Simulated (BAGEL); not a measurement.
# GaNH3Br (SMILES [NH2][GaH][Br]) at RI-MP2/cc-pVDZ (density fitting with qzvpp-jkfit)

Aim: the energy change on altering one bond length of GaNH3Br at RI-MP2/cc-pVDZ (density fitting with qzvpp-jkfit), from 2 runs. 

Program for the calculation: BAGEL 1.2.2.

5 further runs of the same task are left out: 2 that didn't finish, 3 set aside as unsound or not needed. Runs told in other sessions of the task aren't counted.

### 1 The system as given

GaNH3Br has 6 atoms, charge 0, and is taken as a singlet. As SMILES, `[NH2][GaH][Br]`. The shape is that of a PBE0-D4/def2-TZVP optimisation.

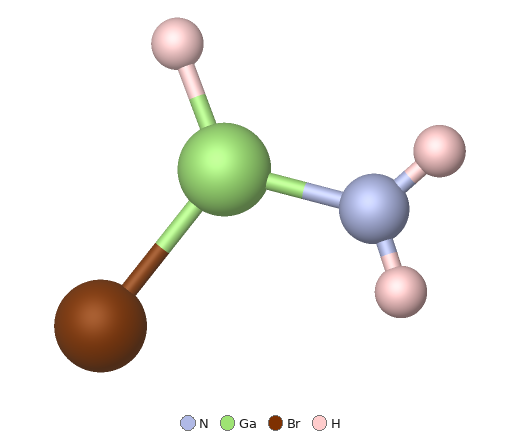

The structure, seen from a chosen angle (nitrogen light blue, gallium green, bromine brown, hydrogen pink).

### 2 The energy at RI-MP2/cc-pVDZ (density fitting with qzvpp-jkfit)

Contents of mp2.json:

```json
{ "bagel" : [

{
  "title" : "molecule",
  "basis" : "cc-pvdz.json",
  "df_basis" : "qzvpp-jkfit",
  "angstrom" : "true",
  "geometry" : [
    { "atom" : "N", "xyz" : [   -0.577800,    0.217600,   -0.823700 ] },
    { "atom" : "Ga", "xyz" : [    0.349600,    0.051800,    0.710300 ] },
    { "atom" : "Br", "xyz" : [    1.605200,   -1.863400,    0.833300 ] },
    { "atom" : "H", "xyz" : [   -1.177000,    0.995300,   -1.039700 ] },
    { "atom" : "H", "xyz" : [   -0.547200,   -0.468200,   -1.558400 ] },
    { "atom" : "H", "xyz" : [    0.347300,    1.066900,    1.878100 ] }
  ]
},
{ "title" : "hf" },
{ "title" : "mp2", "ncore" : 19 }

]}
```

The basis set cc-pVDZ is read from a file made from the Basis Set Exchange's data (not shown).

Command:

```sh
BAGEL_NUM_THREADS=1 BAGEL mp2.json > mp2.out
```

Log:

```text
* using 1 threads per process

  ===============================================================
  ===============================================================

  *** Geometry ***

  { "atom" : "N", "xyz" : [     -1.091884,      0.411204,     -1.556567 ] },
  { "atom" : "Ga", "xyz" : [      0.660648,      0.097888,      1.342272 ] },
  { "atom" : "Br", "xyz" : [      3.033388,     -3.521316,      1.574709 ] },
  { "atom" : "H", "xyz" : [     -2.224208,      1.880844,     -1.964748 ] },
  { "atom" : "H", "xyz" : [     -1.034058,     -0.884770,     -2.944949 ] },
  { "atom" : "H", "xyz" : [      0.656302,      2.016149,      3.549095 ] },

  Number of auxiliary basis functions:      663

  Since a DF basis is specified, we compute 2- and 3-index integrals:
    o Being stored without compression. Storage requirement is 0.037 GB

  Number of basis functions:       83
  Number of electrons      :       76

    * METHOD: MOLECULE                             0.40

  *** RHF ***

  === Nuclear Repulsion ===
   399.7683083076

      * DIIS with orbital gradients will be used.

  === RHF iteration (cc-pvdz.json) ===
      0      -4551.67945225          0.01662227           0.15
      1      -4551.80236389          0.01223095           0.14
      2      -4551.87861452          0.00112838           0.14
      3      -4551.87976481          0.00021235           0.13
      4      -4551.87981274          0.00005311           0.14
      5      -4551.87981555          0.00001331           0.13
      6      -4551.87981572          0.00000401           0.13
      7      -4551.87981574          0.00000125           0.13
      8      -4551.87981574          0.00000062           0.13
      9      -4551.87981574          0.00000015           0.13
     10      -4551.87981574          0.00000005           0.13
     11      -4551.87981574          0.00000002           0.14
     12      -4551.87981574          0.00000001           0.13
    * SCF iteration converged.

    * Permanent dipole moment:
           (    0.659972,    -0.758001,     0.350955) a.u.

    * METHOD: HF                                   2.07

  *** RHF ***

  === Nuclear Repulsion ===
   399.7683083076

      * DIIS with orbital gradients will be used.

  === RHF iteration (cc-pvdz.json) ===
      0      -4551.87981574          0.00000000           0.13
    * SCF iteration converged.

    * Permanent dipole moment:
           (    0.659972,    -0.758002,     0.350955) a.u.

  === DF-MP2 calculation ===

    * freezing 19 orbitals
    * 3-index integral transformation done
    * assembly done

      MP2 correlation energy:   -0.3849225747      0.05

      MP2 total energy:       -4552.2647383193

    * METHOD: MP2                                  0.32

  ===============================================================
```

Wall time 3 s (1 thread of AMD EPYC 9B14 (Zen 4), shared host); peak memory 0.18 GiB.

### 3 The distorted shape, same level

Contents of input.json:

```json
{ "bagel": [

{
  "title": "molecule",
  "basis": "cc-pvdz.json",
  "df_basis": "qzvpp-jkfit",
  "angstrom": true,
  "geometry": [
    { "atom": "N", "xyz": [      -0.575960,      -0.594499,      -1.757962 ] },
    { "atom": "Ga", "xyz": [       0.351440,      -0.760299,      -0.223962 ] },
    { "atom": "Br", "xyz": [       1.607040,      -2.675499,      -0.100962 ] },
    { "atom": "H", "xyz": [      -1.175160,       0.183201,      -1.973962 ] },
    { "atom": "H", "xyz": [      -0.545360,      -1.280299,      -2.492662 ] },
    { "atom": "H", "xyz": [       0.347300,       1.066900,       1.878100 ] }
  ]
},

{
  "title": "hf"
},

{
  "title": "mp2",
  "ncore": 19
}

]}
```

The basis set cc-pVDZ is read from a file made from the Basis Set Exchange's data (not shown).

Command:

```sh
BAGEL_NUM_THREADS=1 BAGEL input.json > input.out
```

Log:

```text
* using 1 threads per process

  ===============================================================
  ===============================================================

  *** Geometry ***

  { "atom" : "N", "xyz" : [     -1.088407,     -1.123440,     -3.322067 ] },
  { "atom" : "Ga", "xyz" : [      0.664125,     -1.436757,     -0.423227 ] },
  { "atom" : "Br", "xyz" : [      3.036865,     -5.055960,     -0.190791 ] },
  { "atom" : "H", "xyz" : [     -2.220731,      0.346200,     -3.730248 ] },
  { "atom" : "H", "xyz" : [     -1.030581,     -2.419414,     -4.710449 ] },
  { "atom" : "H", "xyz" : [      0.656302,      2.016149,      3.549095 ] },

  Number of auxiliary basis functions:      663

  Since a DF basis is specified, we compute 2- and 3-index integrals:
    o Being stored without compression. Storage requirement is 0.037 GB

  Number of basis functions:       83
  Number of electrons      :       76

    * METHOD: MOLECULE                             0.42

  *** RHF ***

  === Nuclear Repulsion ===
   393.3221560765

      * DIIS with orbital gradients will be used.

  === RHF iteration (cc-pvdz.json) ===
      0      -4551.55310918          0.01634308           0.15
      1      -4551.66792656          0.01280208           0.14
      2      -4551.75082497          0.00124750           0.14
      3      -4551.75261831          0.00026391           0.13
      4      -4551.75270485          0.00007116           0.14
      5      -4551.75271097          0.00001945           0.13
      6      -4551.75271136          0.00000584           0.14
      7      -4551.75271140          0.00000216           0.13
      8      -4551.75271141          0.00000107           0.13
      9      -4551.75271141          0.00000030           0.13
     10      -4551.75271141          0.00000011           0.13
     11      -4551.75271141          0.00000004           0.13
     12      -4551.75271141          0.00000001           0.13
     13      -4551.75271141          0.00000000           0.13
    * SCF iteration converged.

    * Permanent dipole moment:
           (    0.585079,     0.013327,     1.102498) a.u.

    * METHOD: HF                                   2.18

  *** RHF ***

  === Nuclear Repulsion ===
   393.3221560765

      * DIIS with orbital gradients will be used.

  === RHF iteration (cc-pvdz.json) ===
      0      -4551.75271141          0.00000000           0.14
    * SCF iteration converged.

    * Permanent dipole moment:
           (    0.585079,     0.013327,     1.102497) a.u.

  === DF-MP2 calculation ===

    * freezing 19 orbitals
    * 3-index integral transformation done
    * assembly done

      MP2 correlation energy:   -0.3941043925      0.05

      MP2 total energy:       -4552.1468157992

    * METHOD: MP2                                  0.33

  ===============================================================
```

Wall time 3.3 s (1 thread of AMD EPYC 9B14 (Zen 4), shared host); peak memory 0.18 GiB.

### 4 What came out

At RI-MP2/cc-pVDZ (density fitting with qzvpp-jkfit), 19 core orbitals frozen:

| quantity | value |
| --- | --- |
| first shape: total energy | -4552.26474 Eh |
| first shape: correlation energy (19 core orbitals frozen) | -384.9 mEh |
| distorted shape: total energy | -4552.14682 Eh |
| distorted shape: correlation energy (19 core orbitals frozen) | -394.1 mEh |
| energy change with the Ga2–H6 bond stretched from 1.547 to 2.785 Å | 3.209 eV |

With the Ga2–H6 bond stretched from 1.547 to 2.785 Å the energy rises by 3.21 eV (310 kJ/mol). The first shape isn't relaxed at this level, so the change isn't measured from a minimum. A restricted reference can't describe the breaking bond well at this length.
